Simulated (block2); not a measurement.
**SiH4O (silanol) at DMRG/ANO-RCC-MB**

What is the energy change on altering one bond length of SiH4O (silanol) at DMRG/ANO-RCC-MB? 

The results are computed with block2 0.5.4.

3 further runs of the same task are left out: 3 set aside as unsound or not needed.

## (1) The structure to begin with

SiH4O has 6 atoms, charge 0, and is taken as a singlet. As SMILES, `O[SiH3]`. Geometry: relaxed at PBE0-D4/def2-TZVP.

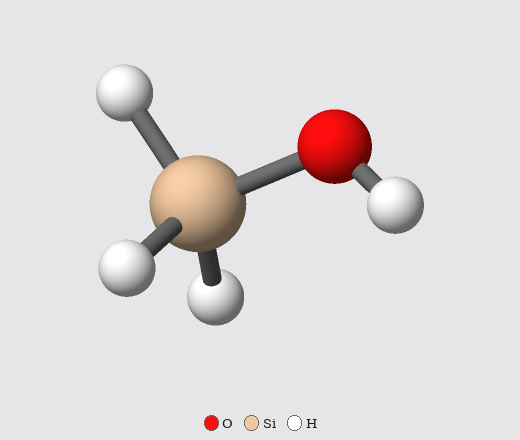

Viewed from a chosen angle; oxygen red, silicon light orange, hydrogen white.

## (2) A single-point energy at DMRG/ANO-RCC-MB

integrals.py

```python
from pyscf import ao2mo, cc, dft, gto, mcscf, mp, scf
from pyscf.tools import fcidump

geom = """
O      0.636700    -1.030300     0.419000
Si    -0.035700     0.346500    -0.187000
H      0.069100    -1.629200     0.904700
H     -1.128300     0.045700    -1.152800
H      1.060500     1.064900    -0.875600
H     -0.602300     1.202400     0.891700
"""
mol = gto.M(
    atom=geom,
    basis="ano-rcc-mb",
    charge=0,
    verbose=4,
    max_memory=2000,
)
print("basis functions = %d" % (mol.nao))
mf = scf.RHF(mol)
mf.conv_tol = 1e-10
mf.max_cycle = 200
mf.kernel()
if not mf.converged:
    mf = mf.newton().run(mf.mo_coeff, mf.mo_occ)
print(f"SCF energy = {mf.e_tot:.10f}")
# MP2, CCSD and CCSD(T) with the same frozen core
ref = mf
pt = mp.MP2(ref, frozen=6).run()
mycc = cc.CCSD(ref, frozen=6)
mycc.max_cycle = 150
mycc.kernel()
print(f"MP2 total energy = {pt.e_tot:.10f}")
if mycc.converged:
    print("CCSD total energy = %.10f" % (mycc.e_tot))
    print("E(CCSD(T)) = %.10f" % (mycc.e_tot + mycc.ccsd_t()))
    print("T1 diagnostic = %.4f" % (mycc.get_t1_diagnostic()))
# a few density functionals on the same geometry and basis
ks = dft.RKS(mol, xc="hse06").set(conv_tol=1e-9, verbose=3).run()
if ks.converged:
    print("E(HSE06) = %.8f" % (ks.e_tot))
ks = dft.RKS(mol, xc="tpssh").set(conv_tol=1e-9, verbose=3).run()
if ks.converged:
    print("E(TPSSh) = %.8f" % (ks.e_tot))
ks = dft.RKS(mol, xc="tpss").set(conv_tol=1e-9, verbose=3).run()
if ks.converged:
    print("E(TPSS) = %.8f" % (ks.e_tot))
# FCIDUMP for the DMRG program
cas = mcscf.CASCI(mf, 12, 14)
h1, ecore = cas.get_h1eff()
fcidump.from_integrals("FCIDUMP", h1, cas.get_h2eff(), 12, 14, nuc=ecore, ms=0)
# exact diagonalisation in the same space
ci = mcscf.CASCI(mf, 12, (7, 7))
ci.fix_spin_(ss=0)
ci.fcisolver.conv_tol = 1e-10
ci.fcisolver.max_cycle = 200
ci.kernel()
print(f"exact diagonalisation = {ci.e_tot:.10f}")
```

block.conf

```
sym c1
orbitals FCIDUMP
nelec 14
spin 0
irrep 1
occ 2 2 2 2 2 2 2 0 0 0 0 0
cbias 0.2
schedule
0 25 1E-09 1E-04
3 50 1E-09 1E-04
6 100 1E-09 1E-05
8 100 1E-10 0.0
end
maxiter 14
sweep_tol 1E-06
fiedler
mem 1g
num_thrds 1
prefix ./tmp
outputlevel 1
onepdm
```

Launch:

```
$ python integrals.py && block2main block.conf
```

The log of the run:

```text
$ python integrals.py

[... 62 lines left out ...]
SCF energy = -365.8322681563
[... 32 lines left out ...]
CCSD converged
[... 2 lines left out ...]
CCSD total energy = -365.9273009284
[... 23 lines left out ...]
converged SCF energy = -366.876593339858
[... 17 lines left out ...]
sorting_mo_energy = False
[... 53 lines left out ...]
integral sym error =            0
[... 46 lines left out ...]
DMRG Energy = -365.929374959820791
[... 17 lines left out ...]
Expectation | Direction =  forward | BRA bond dimension =  100 | KET bond dimension =  100
Time elapsed =      0.063
NPDM Sorting | Nsites =    12 | Nmaxops =  2 | DotSite = 2 | SymbolFree = T | Compressed = T | LowMem = F | Mem = 1.12 KB
Ttotal =      0.000

DMRG OCC =   1.991 1.984 1.977 1.988 1.978 1.972 1.973 0.024 0.033 0.025 0.029 0.025
```

It took 43 s on 1 thread of Arm Neoverse V1, shared host; peak memory 0.26 GiB.

## (3) The distorted shape: a single-point energy at DMRG/ANO-RCC-MB

make_fcidump.py

```python
from pyscf import ao2mo, cc, dft, gto, mcscf, mp, scf
from pyscf.tools import fcidump

geom = [
    ("O", (1.317795, -0.311646, -0.163819)),
    ("Si", (0.645395, 1.065154, -0.769819)),
    ("H", (0.069100, -1.629200, 0.904700)),
    ("H", (-0.447205, 0.764354, -1.735619)),
    ("H", (1.741595, 1.783554, -1.458419)),
    ("H", (0.078795, 1.921054, 0.308881)),
]
mol = gto.M(
    atom=geom,
    basis="ano-rcc-mb",
    verbose=3,
)
print("nao                      = %d" % (mol.nao))
mf = scf.RHF(mol)
mf.conv_tol = 1e-10
mf.max_cycle = 200
mf.kernel()
if not mf.converged:
    mf = mf.newton().run(mf.mo_coeff, mf.mo_occ)
print(f"SCF energy               = {mf.e_tot:.10f}")
# MP2, CCSD and CCSD(T) with the same frozen core
ref = mf
pt = mp.MP2(ref, frozen=6).run()
mycc = cc.CCSD(ref, frozen=6)
mycc.max_cycle = 150
mycc.kernel()
print("E(MP2)                   = %.10f" % (pt.e_tot))
if mycc.converged:
    print("CCSD total energy        = %.10f" % (mycc.e_tot))
    print(f"E(CCSD(T))               = {mycc.e_tot + mycc.ccsd_t():.10f}")
    print("T1                       = %.4f" % (mycc.get_t1_diagnostic()))
# a few density functionals on the same geometry and basis
ks = dft.RKS(mol, xc="hse06").set(conv_tol=1e-9, verbose=3).run()
if ks.converged:
    print("E(HSE06)                 = %.8f" % (ks.e_tot))
ks = dft.RKS(mol, xc="tpssh").set(conv_tol=1e-9, verbose=3).run()
if ks.converged:
    print("E(TPSSh)                 = %.8f" % (ks.e_tot))
ks = dft.RKS(mol, xc="tpss").set(conv_tol=1e-9, verbose=3).run()
if ks.converged:
    print("E(TPSS)                  = %.8f" % (ks.e_tot))
# CCSD natural orbitals
occ_no, mo = mcscf.addons.make_natural_orbitals(cc.CCSD(mf, frozen=6).run())
mf.mo_coeff = mo
# write the integrals of the correlated orbitals
cas = mcscf.CASCI(mf, 12, 14)
h1, ecore = cas.get_h1eff()
fcidump.from_integrals("FCIDUMP", h1, cas.get_h2eff(), 12, 14, nuc=ecore, ms=0)
# exact diagonalisation in the same space
ci = mcscf.CASCI(mf, 12, (7, 7))
ci.fix_spin_(ss=0)
ci.fcisolver.conv_tol = 1e-10
ci.fcisolver.max_cycle = 200
ci.kernel()
print("exact diagonalisation    = %.10f" % (ci.e_tot))
```

input.conf

```
sym c1
orbitals FCIDUMP
nelec 14
spin 0
irrep 1
occ 2 2 2 2 2 2 2 0 0 0 0 0
cbias 0.1
schedule
0 25 1E-09 1E-04
4 50 1E-09 1E-04
7 100 1E-09 1E-05
10 100 1E-10 0.0
end
maxiter 16
sweep_tol 1E-06
noreorder
mem 2g
num_thrds 1
prefix ./tmp
outputlevel 2
onepdm
```

Launch:

```
$ python make_fcidump.py && block2main input.conf
```

The log of the run:

```text
$ python make_fcidump.py
[... 2 lines left out ...]
SCF energy               = -365.5929540844
[... 125 lines left out ...]
 --> Site =    2-   3 .. Mmps =   19 Ndav =   3 E =   -365.7957991685 Error = 0.00e+00 FLOPS = 4.97e+08 Tdav = 0.00 T = 0.01
[... 47 lines left out ...]
 --> Site =   10-  11 .. Mmps =   12 Ndav =   1 E =   -365.8015457690 Error = 1.26e-17 FLOPS = 4.47e+08 Tdav = 0.00 T = 0.00
[... 56 lines left out ...]
 <-- Site =    3-   4 .. Mmps =  100 Ndav =   6 E =   -365.8049503923 Error = 1.06e-08 FLOPS = 2.41e+09 Tdav = 0.03 T = 0.07
[... 56 lines left out ...]
 --> Site =    4-   5 .. Mmps =  100 Ndav =   5 E =   -365.8058659701 Error = 4.68e-20 FLOPS = 3.18e+09 Tdav = 0.06 T = 0.09
[... 73 lines left out ...]
 --> Site =    5-   6 .. Nterms =           13 Error =  0.000000000000/ 0.000000000000 FLOPS = 3.01e+09 Tmult = 0.00 T = 0.01
 --> Site =    6-   7 .. Nterms =           11 Error =  0.000000000000/ 0.000000000000 FLOPS = 3.35e+09 Tmult = 0.00 T = 0.01
 --> Site =    7-   8 .. Nterms =            9 Error =  0.000000000000/ 0.000000000000 FLOPS = 1.79e+09 Tmult = 0.00 T = 0.01
 --> Site =    8-   9 .. Nterms =            7 Error =  0.000000000000/ 0.000000000000 FLOPS = 9.64e+08 Tmult = 0.00 T = 0.01
 --> Site =    9-  10 .. Nterms =            5 Error =  0.000000000000/ 0.000000000000 FLOPS = 3.95e+08 Tmult = 0.00 T = 0.00
 --> Site =   10-  11 .. Nterms =            4 Error =  0.000000000000/ 0.000000000000 FLOPS = 1.87e+08 Tmult = 0.00 T = 0.00
[... 7 lines left out ...]
NPDM Sorting | Nsites =    12 | Nmaxops =  2 | DotSite = 2 | SymbolFree = T | Compressed = T | LowMem = F | Mem = 1.12 KB
 Site =     0 ..  T = 0.000
 Site =     1 ..  T = 0.000
 Site =     2 ..  T = 0.000
 Site =     3 ..  T = 0.000
 Site =     4 ..  T = 0.000
 Site =     5 ..  T = 0.000
 Site =     6 ..  T = 0.000
 Site =     7 ..  T = 0.000
 Site =     8 ..  T = 0.000
 Site =     9 ..  T = 0.000
 Site =    10 ..  T = 0.000
Ttotal =      0.001

DMRG OCC =   1.998 1.993 1.987 1.969 1.969 1.968 1.489 0.512 0.036 0.029 0.026 0.023
```

Wall time 60 s (1 thread of Arm Neoverse V1, shared host); peak memory 0.26 GiB.

## (4) Results

At DMRG/ANO-RCC-MB, 6 core orbitals frozen:

```
                                                         quantity          value
                             run 1, DMRG/ANO-RCC-MB: total energy  -365.92937 Eh
           run 1, DMRG/ANO-RCC-MB: T1 diagnostic of the CCSD step          0.010
                                    distorted shape: total energy  -365.80628 Eh
                  distorted shape: T1 diagnostic of the CCSD step          0.041
energy change with the O1–H3 bond stretched from 0.957 to 2.106 Å       3.349 eV
```

What this shows: With the O1–H3 bond stretched from 0.957 to 2.106 Å the energy rises by 3.35 eV (77 kcal/mol). The first shape isn't relaxed at this level, so the change isn't measured from a minimum. The minimal basis adds a large error of its own. The basis (run 1, DMRG/ANO-RCC-MB) was made for a relativistic Hamiltonian, but the run is non-relativistic. The T1 diagnostic (distorted shape) of 0.041 is above the customary mark for such species, so a single reference may not serve. The basis (distorted shape) was made for a relativistic Hamiltonian, but the run is non-relativistic.
